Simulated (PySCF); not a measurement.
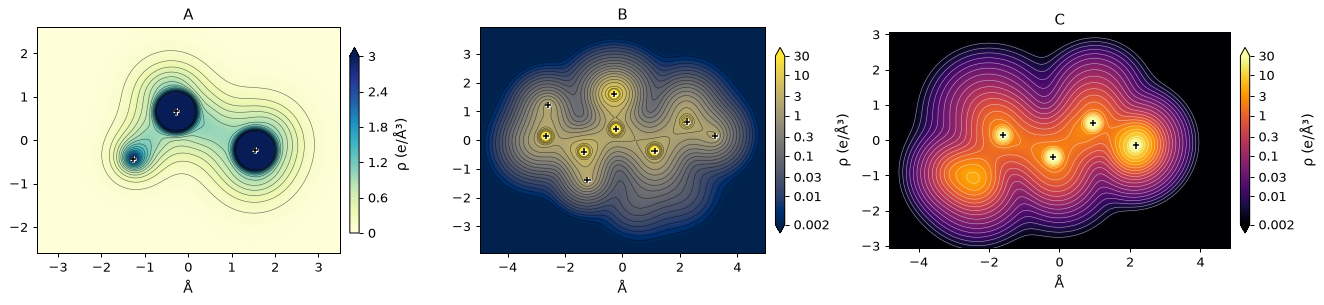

The total electron density of 3 systems, each on a plane through atoms (crosses mark nuclei in the plane).

These are results of DFT single point, gas phase, functional wB97X (PySCF 2.14.0, density-fitted response routines), not measurements.

System 1: HP$_{2}$ (charge −1), the molecular plane. Geometry: PBE0-D3(BJ)/ma-def2-SVP.

| atom | x (Å) | y (Å) | z (Å) |
| --- | --- | --- | --- |
| P | -1.0395 | 0.7600 | 0.0185 |
| P | 0.9855 | 0.6940 | -0.0212 |
| H | 1.3450 | -0.7338 | -0.0413 |

System 2: C$_{3}$H$_{4}$F$_{3}$O$_{2}$ (charge −1), the plane of atoms C4, C5 and F7. Geometry: PBE0-D3(BJ)/ma-def2-SVP.

```yaml
atoms:
  - { symbol: O, position_ang: [1.5010, -1.3328, 0.0574] }
  - { symbol: C, position_ang: [1.1310, -0.1563, 0.4449] }
  - { symbol: O, position_ang: [1.3012, 0.0326, 1.9106] }
  - { symbol: C, position_ang: [-0.3851, 0.1766, 0.2357] }
  - { symbol: C, position_ang: [-0.8187, 0.3405, -1.1854] }
  - { symbol: F, position_ang: [-0.1208, 1.2914, -1.8438] }
  - { symbol: F, position_ang: [-2.1259, 0.7467, -1.2636] }
  - { symbol: F, position_ang: [-0.7486, -0.7686, -1.9268] }
  - { symbol: H, position_ang: [1.6712, -0.8345, 2.1201] }
  - { symbol: H, position_ang: [-0.6432, 1.1139, 0.7532] }
  - { symbol: H, position_ang: [-0.9698, -0.6450, 0.6764] }
  - { symbol: H, position_ang: [1.7084, 0.7134, 0.0057] }
```

System 3: C$_{6}$H$_{13}$NO (n-methyltrimethylacetamide), the plane of atoms N2, C3 and C5. Geometry: PBE0-D3(BJ)/ma-def2-SVP.

```yaml
atoms:
  - { symbol: C, position_ang: [2.9573, -0.5066, 0.0780] }
  - { symbol: N, position_ang: [1.5313, -0.5126, -0.1146] }
  - { symbol: C, position_ang: [0.6918, 0.3377, 0.5369] }
  - { symbol: O, position_ang: [1.0964, 1.1629, 1.3365] }
  - { symbol: C, position_ang: [-0.7992, 0.2041, 0.1716] }
  - { symbol: C, position_ang: [-0.9938, 0.6750, -1.2767] }
  - { symbol: C, position_ang: [-1.6060, 1.0963, 1.1120] }
  - { symbol: C, position_ang: [-1.2655, -1.2494, 0.3199] }
  - { symbol: H, position_ang: [3.3143, -1.4556, 0.5101] }
  - { symbol: H, position_ang: [3.1966, 0.3063, 0.7754] }
  - { symbol: H, position_ang: [3.4907, -0.3283, -0.8693] }
  - { symbol: H, position_ang: [1.1330, -1.1846, -0.7550] }
  - { symbol: H, position_ang: [-2.0620, 0.6423, -1.5434] }
  - { symbol: H, position_ang: [-0.6440, 1.7106, -1.4058] }
  - { symbol: H, position_ang: [-0.4516, 0.0431, -1.9973] }
  - { symbol: H, position_ang: [-2.6753, 1.0403, 0.8566] }
  - { symbol: H, position_ang: [-1.2786, 2.1423, 1.0400] }
  - { symbol: H, position_ang: [-1.4794, 0.7877, 2.1596] }
  - { symbol: H, position_ang: [-0.7841, -1.9302, -0.4002] }
  - { symbol: H, position_ang: [-2.3505, -1.3133, 0.1428] }
  - { symbol: H, position_ang: [-1.0662, -1.6320, 1.3326] }
```

Match each panel to its system.

Answer. Panel A is system 1, HP$_{2}$: the plane holds P and H. P–P (2.03 Å): ρ at the midpoint is about 0.99 e/Å³. Panel B is system 3, C$_{6}$H$_{13}$NO: the plane holds C, N, O and H. C–O (1.22 Å): the density is about 3.2 e/Å³ at the midpoint. Panel C is system 2, C$_{3}$H$_{4}$F$_{3}$O$_{2}$: the plane holds C and F. C–C (1.49 Å): the density is about 1.9 e/Å³ at the midpoint.
